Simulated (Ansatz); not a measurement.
**Core levels in a random alloy: Al7Pt (Al on 88 % of the Pt sites, one arrangement)**

Wanted: how composition and neighbours shift and broaden the core lines of Al7Pt (Al on 88 % of the Pt sites, one arrangement). Spin–orbit coupling is left out of the bands throughout.

Main program and level: Ansatz 0.2.0; DFT, LDA, plane-wave PAW, default files, scalar-relativistic.

## (1) The starting structure

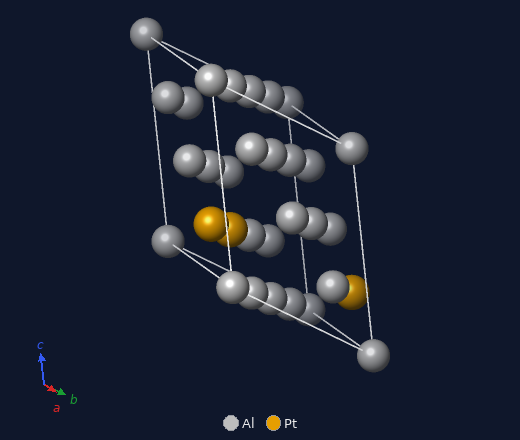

Start, viewed slightly off an axis; aluminium light grey, platinum orange. Some periodic images of atoms are drawn too.

## (2) Relaxation

Atoms near a foreign or missing neighbour move off the ideal sites, so they are relaxed first.

input.yaml reads:

```yaml
crystal:
  lattice:
    - [-4.0317277775, 4.0317277775, 4.0317277775]
    - [4.0317277775, -4.0317277775, 4.0317277775]
    - [4.0317277775, 4.0317277775, -4.0317277775]
  atoms:
    - { symbol: Al, position: [0.0, 0.25, 0.75] }
    - { symbol: Al, position: [0.0, 0.5, 0.5] }
    - { symbol: Al, position: [0.0, 0.75, 0.25] }
    - { symbol: Al, position: [0.25, 0.0, 0.75] }
    - { symbol: Al, position: [0.0, 0.0, 0.0] }
    - { symbol: Al, position: [0.25, 0.25, 0.5] }
    - { symbol: Al, position: [0.25, 0.5, 0.25] }
    - { symbol: Al, position: [0.5, 0.75, 0.75] }
    - { symbol: Al, position: [0.25, 0.75, 0.0] }
    - { symbol: Al, position: [0.5, 0.0, 0.5] }
    - { symbol: Pt, position: [0.5, 0.25, 0.25] }
    - { symbol: Al, position: [0.75, 0.5, 0.75] }
    - { symbol: Al, position: [0.5, 0.5, 0.0] }
    - { symbol: Al, position: [0.75, 0.75, 0.5] }
    - { symbol: Pt, position: [0.75, 0.0, 0.25] }
    - { symbol: Al, position: [0.75, 0.25, 0.0] }
kpoints:
  mp_grid: { grid: [4, 4, 4] }
scf:
  occupations: { method: fermi_dirac, width: 0.08 }
  n_extra_bands: 16
hamiltonian:
  xc: lda
  pseudopotentials: { kind: paw }
output:
  forces: true
relax:
  f_tol: 0.04
  max_steps: 35
  cell: {}
```

The run is started by

```console
> ansatz run input.yaml --threads 4 --pin off --max-ram 14336MiB --backend cpu --events-out ev --progress --plain --runs-dir out
```

Numbers of over 12 decimals in the logs are rounded to 6 here.

The program printed:

```text
scf.n_extra_bands = 16 over 39 filled bands (N_el = 78.0): the run solves 55 bands
Engine: ansatz 0.2.0, aarch64-unknown-linux-gnu
Pseudopotentials: kind: paw
Pseudopotential: Al, paw, valence charge 3, recommended cutoff 420 eV (normal), Al.paw.azcp
Pseudopotential: Pt, paw, valence charge 18, recommended cutoff 420 eV (normal), Pt.paw.azcp
Functional definition: SPW92
  exchange = slater_x
  correlation = pw_c
Crystal: 16 atoms, lattice volume = 262.140 Å³
Basis set: ecut = 420 eV, 5089 PW (Γ)
Bands: 55, of which v1, the nominal top of the filled ones, is band 39 counted from 1 (38 counted from 0)
Symmetry: 8 space group operations
Space group: Fmmm (ITA 69), of the structure as read, at distance tolerance 6.4e-5 Å
k-points: 18 of 64
Non-local potential: Al, projectors of the file, l = 0: 2, l = 1: 2, l = 2: 1
Non-local potential: Pt, projectors of the file, l = 0: 3, l = 1: 2, l = 2: 2, l = 3: 1
PAW form: soft (Blöchl's): semilocal exchange-correlation on the pseudo side does not see the compensation charge
PAW frozen core: Al, regenerated for the run's functional, and the local potential with it (the file was generated under x = pbe(κ = 0.804, μ = 0.219515), c = pbe(β = 0.066725))
PAW frozen core: Pt, regenerated for the run's functional, and the local potential with it (the file was generated under x = pbe(κ = 0.804, μ = 0.219515), c = pbe(β = 0.066725))
PAW one-centre angular grid: Al, 110 points (default); XC on 64 Gauss nodes
PAW one-centre angular grid: Pt, 590 points (default); XC on 64 Gauss nodes
Initial density: superposition of atomic densities (neutral atoms: chi_scale 0, normalization atom), corrected by the library's trained network
Initial wavefunctions: pseudopotential atomic-orbital guess
Functional: x = slater, c = lda
SCF iter   1: F=—  HF=-31673.490239 eV  |F-HF|=—  |Δ(HF+E_count)|=         —  Δρ=4.18e-3  dr2=7.11e-2  ethr=1.77e-3  ⟨swp⟩=6.8  Hψ=4250  notcnv=0  defer=8
preconditioner: auto → Kerker (q_TF=auto, 2.229 Å⁻¹)  [metal: Δε(μ)=0.003 eV  Ē_g=6.681 eV  σ=0.080 eV  W_gap=0.01  n_scr=54 (ndim 8)  ℏωp=18.1 eV  f_vac=0.000  D(μ)=7.48/eV (n_scr^D=54)]
SCF iter   2: F=—  HF=-31673.481390 eV  |F-HF|=—  |Δ(HF+E_count)|=   8.85e-3  Δρ=2.50e-3  dr2=2.67e-2  ethr=9.12e-5  ⟨swp⟩=1.0  Hψ=1152  notcnv=0  defer=22
SCF iter   3: F=—  HF=-31673.474537 eV  |F-HF|=—  |Δ(HF+E_count)|=   6.85e-3  Δρ=3.79e-4  dr2=6.98e-4  ethr=3.43e-5  ⟨swp⟩=2.6  Hψ=1327  notcnv=0  defer=22
SCF iter   4: F=—  HF=-31673.474373 eV  |F-HF|=—  |Δ(HF+E_count)|=   1.65e-4  Δρ=1.21e-4  dr2=1.93e-5  ethr=8.95e-7  ⟨swp⟩=2.4  Hψ=1278  notcnv=0  defer=22
SCF iter   5: F=—  HF=-31673.474264 eV  |F-HF|=—  |Δ(HF+E_count)|=   1.08e-4  Δρ=1.67e-5  dr2=7.59e-7  ethr=2.47e-8  ⟨swp⟩=2.3  Hψ=1664  notcnv=0  defer=22
SCF iter   6: F=-31673.474264 eV  HF=-31673.474264 eV  |F-HF|=1.89e-8  |Δ(HF+E_count)|=   1.32e-7  Δρ=3.72e-6  dr2=4.20e-8  ethr=1.28e-10  ⟨swp⟩=4.0  Hψ=2744  notcnv=0
SCF 1 converged in 6 iterations: F = -31673.474264 eV  dr2 = 4.20e-8
  greatest PAW one-centre occupation: 1.000 electrons in one spin orbital (limit 2), on the Pt atom at site 14 (counted from 0), in its partial waves of l = 0
relax step   1: F+E_penalty+E_count = -31673.47426391 eV  Δ(F+E_penalty+E_count) = +0.000e0 eV  max|allowed force component| = 5.675e-1 eV/Å  Δτ_max = 0.0000 Å  P = -7.547 GPa  Ω = 262.140 Å³  (6 SCF iters, dr2 threshold 1.00e-7 eV, accepted)
Crystal: 16 atoms, lattice volume = 230.781 Å³
Basis set: ecut = 420 eV, 4497 PW (Γ)
Initial density: handed on by an earlier stage of this run
Initial wavefunctions: those handed on with the density
SCF iter   1: F=—  HF=-31674.487783 eV  |F-HF|=—  |Δ(HF+E_count)|=         —  Δρ=2.60e-2  dr2=2.97e0  ethr=3.10e-3  ⟨swp⟩=9.9  Hψ=4874  notcnv=0  defer=7
preconditioner: auto → Kerker (q_TF=auto, 2.277 Å⁻¹)  [metal: Δε(μ)=0.038 eV  Ē_g=7.318 eV  σ=0.080 eV  W_gap=0.12  n_scr=42 (ndim 8)  ℏωp=19.2 eV  f_vac=0.000  D(μ)=6.66/eV (n_scr^D=44)]
SCF iter   2: F=—  HF=-31674.088737 eV  |F-HF|=—  |Δ(HF+E_count)|=   3.99e-1  Δρ=1.19e-2  dr2=6.67e-1  ethr=3.10e-3  ⟨swp⟩=1.7  Hψ=1184  notcnv=0  defer=15
SCF iter   3: F=—  HF=-31673.974038 eV  |F-HF|=—  |Δ(HF+E_count)|=   1.15e-1  Δρ=2.08e-3  dr2=2.69e-2  ethr=8.55e-4  ⟨swp⟩=2.2  Hψ=1446  notcnv=0  defer=50
SCF iter   4: F=—  HF=-31673.969058 eV  |F-HF|=—  |Δ(HF+E_count)|=   4.98e-3  Δρ=3.72e-4  dr2=5.53e-4  ethr=3.44e-5  ⟨swp⟩=2.3  Hψ=1660  notcnv=0  defer=53
SCF iter   5: F=—  HF=-31673.968807 eV  |F-HF|=—  |Δ(HF+E_count)|=   2.50e-4  Δρ=5.91e-5  dr2=2.70e-5  ethr=7.09e-7  ⟨swp⟩=2.2  Hψ=1361  notcnv=0  defer=54
SCF iter   6: F=-31673.968801 eV  HF=-31673.968801 eV  |F-HF|=1.79e-7  |Δ(HF+E_count)|=   6.06e-6  Δρ=1.35e-5  dr2=3.51e-7  ethr=2.05e-9  ⟨swp⟩=4.1  Hψ=3081  notcnv=0
SCF 2 converged in 6 iterations: F = -31673.968801 eV  dr2 = 3.51e-7
relax step   2: F+E_penalty+E_count = -31673.96880122 eV  Δ(F+E_penalty+E_count) = -4.945e-1 eV  max|allowed force component| = 2.637e-1 eV/Å  Δτ_max = 0.1634 Å  P = +6.598 GPa  Ω = 230.781 Å³  energy of the carried Pulay correction = +1.441e-2 eV  (6 SCF iters, dr2 threshold 1.60e-6 eV, accepted)
Crystal: 16 atoms, lattice volume = 244.080 Å³
Basis set: ecut = 420 eV, 4789 PW (Γ)
iter 1 solved again at ethr=6.29e-4 eV; its pass at ethr=3.10e-3 eV (dr2=4.90e-1 eV) is discarded
SCF iter   1: F=—  HF=-31674.323685 eV  |F-HF|=—  |Δ(HF+E_count)|=         —  Δρ=9.16e-3  dr2=5.08e-1  ethr=6.29e-4  ⟨swp⟩=2.4  Hψ=4966  notcnv=0
preconditioner: auto → Kerker (q_TF=auto, 2.256 Å⁻¹)  [metal: Δε(μ)=0.015 eV  Ē_g=7.182 eV  σ=0.080 eV  W_gap=0.05  n_scr=46 (ndim 8)  ℏωp=18.7 eV  f_vac=0.000  D(μ)=5.67/eV (n_scr^D=42)]
SCF iter   2: F=—  HF=-31674.240008 eV  |F-HF|=—  |Δ(HF+E_count)|=   8.37e-2  Δρ=3.21e-3  dr2=1.94e-2  ethr=6.29e-4  ⟨swp⟩=2.1  Hψ=1573  notcnv=0
SCF iter   3: F=—  HF=-31674.236438 eV  |F-HF|=—  |Δ(HF+E_count)|=   3.57e-3  Δρ=1.51e-3  dr2=6.93e-3  ethr=2.49e-5  ⟨swp⟩=2.2  Hψ=1701  notcnv=0
SCF iter   4: F=—  HF=-31674.234405 eV  |F-HF|=—  |Δ(HF+E_count)|=   2.03e-3  Δρ=4.07e-4  dr2=5.84e-4  ethr=8.89e-6  ⟨swp⟩=2.1  Hψ=1558  notcnv=0
SCF iter   5: F=—  HF=-31674.234103 eV  |F-HF|=—  |Δ(HF+E_count)|=   3.02e-4  Δρ=5.57e-5  dr2=1.05e-5  ethr=7.48e-7  ⟨swp⟩=2.4  Hψ=1469  notcnv=0
SCF iter   6: F=-31674.234100 eV  HF=-31674.234100 eV  |F-HF|=2.71e-8  |Δ(HF+E_count)|=   3.34e-6  Δρ=4.71e-6  dr2=5.32e-8  ethr=2.05e-9  ⟨swp⟩=4.1  Hψ=3033  notcnv=0
SCF 3 converged in 6 iterations: F = -31674.234100 eV  dr2 = 5.32e-8
relax step   3: F+E_penalty+E_count = -31674.23409959 eV  Δ(F+E_penalty+E_count) = -2.653e-1 eV  max|allowed force component| = 1.180e-1 eV/Å  Δτ_max = 0.0272 Å  P = -0.857 GPa  Ω = 244.080 Å³  energy of the carried Pulay correction = +8.078e-3 eV  (6 SCF iters, dr2 threshold 1.60e-6 eV, accepted)
[...]
relax step   4: F+E_penalty+E_count = -31674.25227251 eV  Δ(F+E_penalty+E_count) = -1.817e-2 eV  max|allowed force component| = 8.380e-2 eV/Å  Δτ_max = 0.0262 Å  P = -0.067 GPa  Ω = 242.809 Å³  energy of the carried Pulay correction = +8.668e-3 eV  (6 SCF iters, dr2 threshold 1.60e-6 eV, accepted)
[...]
relax step   5: F+E_penalty+E_count = -31674.26140403 eV  Δ(F+E_penalty+E_count) = -9.132e-3 eV  max|allowed force component| = 3.458e-2 eV/Å  Δτ_max = 0.0288 Å  P = +0.080 GPa  Ω = 242.800 Å³  energy of the carried Pulay correction = +8.672e-3 eV  (6 SCF iters, dr2 threshold 9.53e-7 eV, accepted)
[...]
relax step   6: F+E_penalty+E_count = -31674.26269821 eV  Δ(F+E_penalty+E_count) = -1.294e-3 eV  max|allowed force component| = 1.235e-2 eV/Å  Δτ_max = 0.0177 Å  P = +0.015 GPa  Ω = 243.202 Å³  energy of the carried Pulay correction = +8.485e-3 eV  (6 SCF iters, dr2 threshold 3.25e-8 eV, accepted)
Initial wavefunctions: pseudopotential atomic-orbital guess (no wavefunctions were taken with the density)
iter 1 solved again at ethr=2.32e-7 eV; its pass at ethr=3.10e-3 eV (dr2=1.81e-4 eV) is discarded
SCF iter   1: F=—  HF=-31674.257755 eV  |F-HF|=—  |Δ(HF+E_count)|=         —  Δρ=7.35e-5  dr2=1.63e-6  ethr=2.32e-7  ⟨swp⟩=3.0  Hψ=6789  notcnv=0
preconditioner: auto → Kerker (q_TF=auto, 2.257 Å⁻¹)  [metal: Δε(μ)=0.042 eV  Ē_g=7.149 eV  σ=0.080 eV  W_gap=0.13  n_scr=46 (ndim 8)  ℏωp=18.7 eV  f_vac=0.000  D(μ)=5.11/eV (n_scr^D=34)]
SCF iter   2: F=—  HF=-31674.257641 eV  |F-HF|=—  |Δ(HF+E_count)|=   1.13e-4  Δρ=3.76e-5  dr2=3.86e-7  ethr=2.09e-9  ⟨swp⟩=1.7  Hψ=1255  notcnv=0
SCF iter   3: F=—  HF=-31674.257642 eV  |F-HF|=—  |Δ(HF+E_count)|=   7.41e-7  Δρ=3.03e-6  dr2=3.37e-9  ethr=4.95e-10  ⟨swp⟩=3.0  Hψ=1693  notcnv=0
SCF iter   4: F=—  HF=-31674.257642 eV  |F-HF|=—  |Δ(HF+E_count)|=   6.26e-9  Δρ=2.78e-7  dr2=1.80e-10  ethr=4.32e-12  ⟨swp⟩=3.0  Hψ=1696  notcnv=0
iter 5 did not close the SCF: its close was put off for the readings that it lacked (scf_convergence_deferred on its scf_iter line)
SCF iter   5: F=-31674.257642 eV  HF=-31674.257642 eV  |F-HF|=7.28e-12  |Δ(HF+E_count)|=  1.46e-11  Δρ=3.22e-8  dr2=5.37e-12  ethr=1.00e-12  ⟨swp⟩=1.0  Hψ=990  notcnv=0
SCF iter   6: F=-31674.257642 eV  HF=-31674.257642 eV  |F-HF|=0.00e0  |Δ(HF+E_count)|=  3.64e-12  Δρ=5.84e-9  dr2=9.35e-14  ethr=1.00e-12  ⟨swp⟩=2.0  Hψ=2496  notcnv=0
SCF 7 converged in 6 iterations: F = -31674.257642 eV  dr2 = 9.35e-14
relax step   7: F+E_penalty+E_count = -31674.25764193 eV  Δ(F+E_penalty+E_count) = +5.056e-3 eV  max|allowed force component| = 1.243e-2 eV/Å  Δτ_max = 0.0000 Å  P = -0.032 GPa  Ω = 243.202 Å³  stress off target by 4.10e-2 GPa  SCF on the basis re-selected at this cell (its energy is not comparable with the rows above)  (6 SCF iters)
basis re-selected at this cell: Δ(F+E_penalty+E_count) = +5.056e-3 eV, ΔP = -0.048 GPa vs the last step (what re-selecting the basis moved, of the pressure what is left beyond the Pulay correction that the steps carried, after the strain that the cell walked since its last selection, with what the two solves' SCF thresholds leave and, on support functions, any second-order correction that the steps lacked; it is no m [...]
SCF converged after 6 iterations
Free energy (F): -31674.257642 eV
Harris-Foulkes:  -31674.257642 eV  (|F-HF|=0.00e0)
Internal energy: -31674.144170 eV  (E = F + TS)
E sigma→0 (E₀):  -31674.200906 eV
Entropy (-TS):   -0.113472 eV (-7.092 meV/atom)
Fermi energy:    10.451048 eV
--- Per-component energies (eV) ---
  E_band       = -506.503775
  E_kinetic    = 1616.590500
  E_local      = -6584.126477  (includes V_loc(G=0)·N_el)
  E_nonlocal   = 564.562176
  E_hartree    = 2786.408663
  E_xc         = -1081.327222
  E_vxc        = -1028.317660  (∫ρ·V_xc dr)
  E_paw        = -24562.390080  (= ΣΔE_a)
  E_vpaw       = -648.029956  (= ΣTr[D̂ρ^β])
  E_aug_tail   = 0.000290  (compensation charges beyond the density's cutoff)
  E_ewald      = -4415.569791
  E_core_change = 1.707770  (= ΣΔE_core)
  E_smearing   = -0.113472  (= −TS)
  E_closure    = 0.000000  (closes the sum)
  Σ components = -31674.257642   (vs F -31674.257642, Δ=0.00e0)
--- Forces (eV/Å), atoms counted from 1 ---
  atom   1  Al    -0.00021422    -0.00281197    -0.00000000
  atom   2  Al     0.00402455     0.00402455    -0.00309931
  atom   3  Al    -0.00065229     0.00065229     0.00000000
  atom   4  Al     0.00021422     0.00281197     0.00000000
  atom   5  Al    -0.00067190    -0.00067190    -0.00000000
  atom   6  Al     0.00067190     0.00067190     0.00000000
  atom   7  Al     0.00065229    -0.00065229    -0.00000000
  atom   8  Al     0.00281197     0.00021422     0.00000000
  atom   9  Al    -0.00402455    -0.00402455     0.00309931
  atom  10  Al     0.00402455     0.00402455     0.00309931
  atom  11  Pt     0.01243351    -0.01243351    -0.00000000
  atom  12  Al    -0.00281197    -0.00021422    -0.00000000
  atom  13  Al    -0.00067190    -0.00067190    -0.00000000
  atom  14  Al     0.00067190     0.00067190     0.00000000
  atom  15  Pt    -0.01243351     0.01243351     0.00000000
  atom  16  Al    -0.00402455    -0.00402455    -0.00309931
  max |Σ_I F_I| component: 5.64e-18 eV/Å
--- Stress (GPa, compression-positive) ---
       -0.035717       0.005331      -0.000000
        0.005331      -0.035717       0.000000
       -0.000000       0.000000      -0.025501
  P = ⅓ Tr σ = -0.0323 GPa (-0.323 kbar)
--- Relaxed structure (6 steps of the walk, 6 accepted, 1 SCFs on fresh bases) ---
  F+E_penalty+E_count = -31674.25764193 eV   max|allowed force component| = 1.243e-2 eV/Å   (the final SCF, on the basis selected at the relaxed cell)
  cell:  # Å, volume = 243.2017 Å³
    - [-3.974667, 3.974667, 3.846675]
    - [3.974667, -3.974667, 3.846675]
    - [3.976677, 3.976677, -3.846675]
  atoms:
    - { symbol: Al, position: [0.000247264, 0.253335, 0.753582] }
    - { symbol: Al, position: [-0.018455, 0.481545, 0.490040] }
    - { symbol: Al, position: [0.00364396, 0.746356, 0.250000] }
    - { symbol: Al, position: [0.249753, -0.00333482, 0.746418] }
    - { symbol: Al, position: [-0.00174541, -0.00174541, -0.00349083] }
    - { symbol: Al, position: [0.251745, 0.251745, 0.503491] }
    - { symbol: Al, position: [0.246356, 0.503644, 0.250000] }
    - { symbol: Al, position: [0.496665, 0.749753, 0.746418] }
    - { symbol: Al, position: [0.268455, 0.768455, 0.00995999] }
    - { symbol: Al, position: [0.508495, 0.00849521, 0.490040] }
    - { symbol: Pt, position: [0.479138, 0.270862, 0.25] }
    - { symbol: Al, position: [0.753335, 0.500247, 0.753582] }
    - { symbol: Al, position: [0.498255, 0.498255, -0.00349083] }
    - { symbol: Al, position: [0.751745, 0.751745, 0.503491] }
    - { symbol: Pt, position: [0.770862, -0.020862, 0.25] }
    - { symbol: Al, position: [0.741505, 0.241505, 0.00995999] }
```

Wall time 18 s (4 threads of Arm Neoverse V2, shared host); peak memory 0.76 GiB; 68 s of CPU time.

Step by step:

```
step  energy less that of the first step (eV)  largest force component (eV/Å)  pressure (GPa)  volume (Å³)
   1                                   0.0000                          0.5675           -7.55       262.14
   2                                  -0.4945                          0.2637            6.60       230.78
   3                                  -0.7598                          0.1180           -0.86       244.08
   4                                  -0.7780                          0.0838           -0.07       242.81
   5                                  -0.7871                          0.0346            0.08       242.80
   6                                  -0.7884                          0.0124            0.02       243.20
  7*                                  -0.7834                          0.0124           -0.03       243.20
```

Relaxation steps marked * repeat the geometry before them on a plane-wave basis chosen anew for their cell, so energy and pressure can jump there.

Forces are held to the 8 operations that the run works with; a distortion that breaks them can't arise in this run.

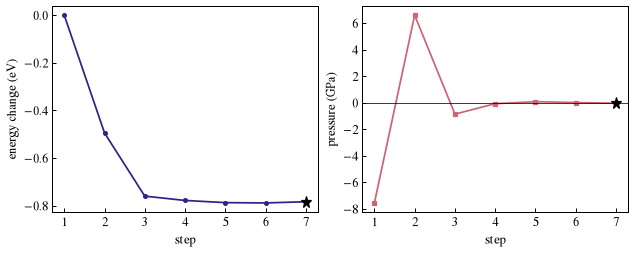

Energy and pressure along the relaxation. Stars mark steps on a basis chosen anew.

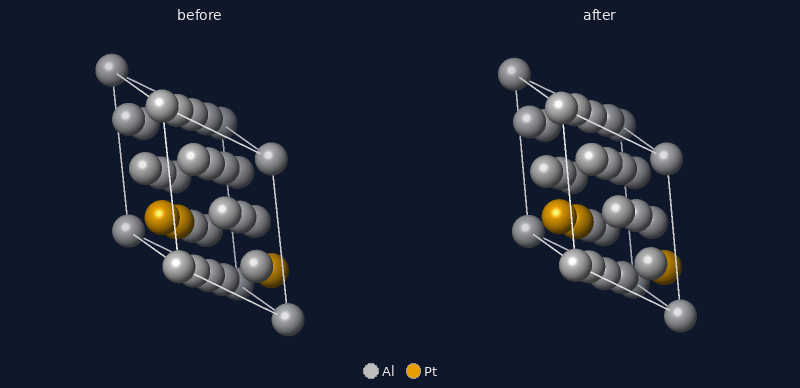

Before and after, at one scale.

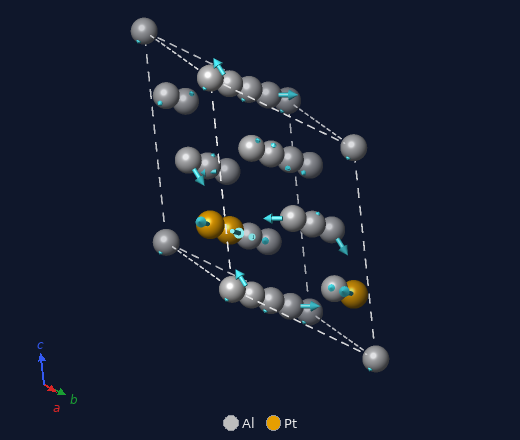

Displacements in the relaxation, exaggerated, measured against the changing cell; the longest in the cell stands for 0.23 Å. Some periodic images of atoms are drawn too.

```
conventional cell, symmetrised  before   after  change
                         a (Å)   8.063   7.693  -4.6 %
                         b (Å)  11.403  11.242  -1.4 %
                         c (Å)  11.403  11.248  -1.4 %
              volume (Å³/atom)   16.38   15.20  -7.2 %
```

The atoms that moved most (Å, as changes of fractional coordinates times the final cell):

```
atom      dx      dy      dz  length
Pt15  -0.166   0.166   0.000   0.235
Pt11   0.166  -0.166   0.000   0.235
 Al2  -0.040  -0.040  -0.104   0.118
Al10  -0.040  -0.040   0.104   0.118
 Al9   0.040   0.040   0.104   0.118
Al16   0.040   0.040  -0.104   0.118
 Al3  -0.029   0.029   0.000   0.041
 Al7   0.029  -0.029   0.000   0.041
```

Final coordinates:

```cif
data_structure
_symmetry_space_group_name_H-M 'P 1'
_symmetry_Int_Tables_number 1
_cell_length_a 6.8112
_cell_length_b 6.8112
_cell_length_c 6.8136
_cell_angle_alpha 108.593
_cell_angle_beta 108.593
_cell_angle_gamma 111.229
_cell_volume 243.20
loop_
_atom_site_label
_atom_site_type_symbol
_atom_site_fract_x
_atom_site_fract_y
_atom_site_fract_z
_atom_site_occupancy
Al1 Al 0.00025 0.25333 0.75358 1
Al2 Al 0.98154 0.48154 0.49004 1
Al3 Al 0.00364 0.74636 0.25000 1
Al4 Al 0.24975 0.99667 0.74642 1
Al5 Al 0.99825 0.99825 0.99651 1
Al6 Al 0.25175 0.25175 0.50349 1
Al7 Al 0.24636 0.50364 0.25000 1
Al8 Al 0.49667 0.74975 0.74642 1
Al9 Al 0.26846 0.76846 0.00996 1
Al10 Al 0.50850 0.00850 0.49004 1
Pt11 Pt 0.47914 0.27086 0.25000 1
Al12 Al 0.75333 0.50025 0.75358 1
Al13 Al 0.49825 0.49825 0.99651 1
Al14 Al 0.75175 0.75175 0.50349 1
Pt15 Pt 0.77086 0.97914 0.25000 1
Al16 Al 0.74150 0.24150 0.00996 1
```

Numbers from this step:

```
free energy             : -31674.2576 eV
energy at zero smearing : -31674.2009 eV
smearing term TS        : 0.1135 eV
Fermi energy            : 10.45 eV
symmetry operations     : 8
pressure                : -0.03231 GPa
```

The relaxation ends with a largest force component of 0.012 eV/Å and a pressure of -0.03 GPa.

(Continued in part 2 of 3.)

[Logs are printed without paths, hosts, clocks, repeated set-up lines and the standing remarks that a program may print on its own settings, such as how far it seeks lower states.]

[Hosts, paths, dates, database ids (printed as entryN), source tags and the programs' standing remarks are cut or masked in the printed files.]

[Maps of the electrostatic potential energy from Ansatz leave out the sawtooth potential of an applied field or a dipole correction, so their vacuum need not be flat; work functions include it.]
